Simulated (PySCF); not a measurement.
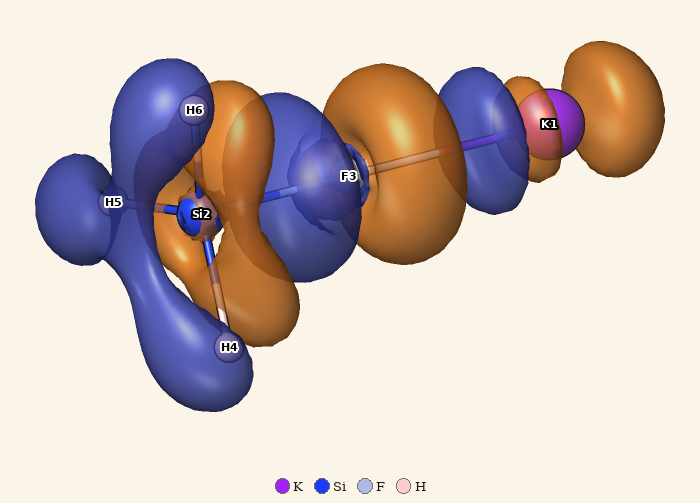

*FH$_{3}$KSi, charge +1, SMILES `[K+].[SiH3]F`. Density of the complex less the densities of the two fragments at the same geometry, ±0.008 e/Å³ (orange: gain, blue: loss). Fragment A: K(+1) (atom 1); fragment B: SiH3F.*

PySCF calculation, B3LYP/def2-SVPD, gas phase; geometry: GFN2-xTB. GFN2-xTB bond lengths at metals and heavier atoms can be off by up to 0.1 Å and shapes distorted, which carries into these values.

Input

```python
import numpy as np
from pyscf import gto, scf, dft
from pyscf.scf import atom_ks, atom_hf
from scipy.linalg import block_diag
from pyscf.dispersion import dftd3

def solve(mol, dm0=None, hcore=None):
    mf = (dft.UKS if mol.spin else dft.RKS)(mol, xc='b3lyp')
    mf.grids.level = 3
    mf = mf.density_fit(auxbasis='def2-universal-jkfit')
    mf.conv_tol, mf.max_cycle = 1e-8, 80
    if hcore is not None:
        mf.get_hcore = lambda *args: hcore
    mf.kernel(dm0)
    if not mf.converged:
        mf = mf.newton().run(mf.mo_coeff, mf.mo_occ, max_cycle=30)
    assert mf.converged, 'SCF not converged'
    return mf

mol = gto.M(atom='''
K     -1.98930     0.00012     0.00000
Si     2.01231     0.00022     0.00000
F      0.31163    -0.00060     0.00000
H      2.27320     1.42789    -0.01091
H      2.27321    -0.72337    -1.23111
H      2.27321    -0.70447     1.24204
''', basis='def2-svpd', charge=1, spin=0, verbose=4)
mol_a = gto.M(atom='''
K     -1.98930     0.00012     0.00000
ghost-Si     2.01231     0.00022     0.00000
ghost-F      0.31163    -0.00060     0.00000
ghost-H      2.27320     1.42789    -0.01091
ghost-H      2.27321    -0.72337    -1.23111
ghost-H      2.27321    -0.70447     1.24204
''', basis='def2-svpd', charge=1, spin=0, verbose=4)
mol_b = gto.M(atom='''
ghost-K     -1.98930     0.00012     0.00000
Si     2.01231     0.00022     0.00000
F      0.31163    -0.00060     0.00000
H      2.27320     1.42789    -0.01091
H      2.27321    -0.72337    -1.23111
H      2.27321    -0.70447     1.24204
''', basis='def2-svpd', charge=0, spin=0, verbose=4)
ab, a, b = solve(mol), solve(mol_a), solve(mol_b)
e_int = ab.e_tot - a.e_tot - b.e_tot
print('counterpoise-corrected interaction energy / kcal/mol', e_int * 627.5095)
def disp(atoms, charge):
    m = gto.M(atom=atoms, charge=charge, basis='sto-3g', spin=None, unit='Bohr', verbose=0)
    return dftd3.DFTD3Dispersion(m, xc='b3lyp', version='d3bj').get_dispersion()['energy']
e_disp = disp(mol._atom, mol.charge) - disp(mol._atom[:1], mol_a.charge) - disp(mol._atom[1:], mol_b.charge)
print('D3(BJ) part / kcal/mol', e_disp * 627.5095)
# spherically averaged free atoms, for the promolecule
atm = atom_ks.get_atm_nrks(mol, xc='b3lyp')
pro = block_diag(*[(atm[a[0]][2] * atm[a[0]][3]) @ atm[a[0]][2].T for a in mol._atom])
np.savez('result.npz', e_int=e_int, e_disp=e_disp, dm_a=a.make_rdm1(), dm_b=b.make_rdm1(), c=ab.mo_coeff, occ=ab.mo_occ, eps=ab.mo_energy, pro=pro, d=[f.dip_moment(verbose=0) for f in (ab, a, b)])
```

Run with:

```sh
OMP_NUM_THREADS=1 python input.py
```

The run took 16 s on 1 thread of Arm Neoverse V1, on a shared host, peak memory 0.46 GiB.

Partitions, critical points and surface values were worked out afterwards from this run's density.

> Which way does charge flow?

Hirshfeld charges show 0.027 e passing from B to A. By Hirshfeld charges, electrons gather most on F3 (−0.055 e) and leave Si2 most (+0.033 e); 0.18 e is displaced in all.

> What is the interaction energy, and which contacts carry it?

The counterpoise-corrected interaction energy of the frozen fragments is −16.1 kcal/mol without dispersion correction and −17.7 kcal/mol with D3(BJ). D3 uses neutral-atom coefficients and tends to overbind metal cations. The pair geometry is semi-empirical, not a minimum at this level. Contacts: K1···F3, 2.30 Å, ρ = 0.036 a.u. The pose is a local one from a semi-empirical search, not shown to be the most stable.
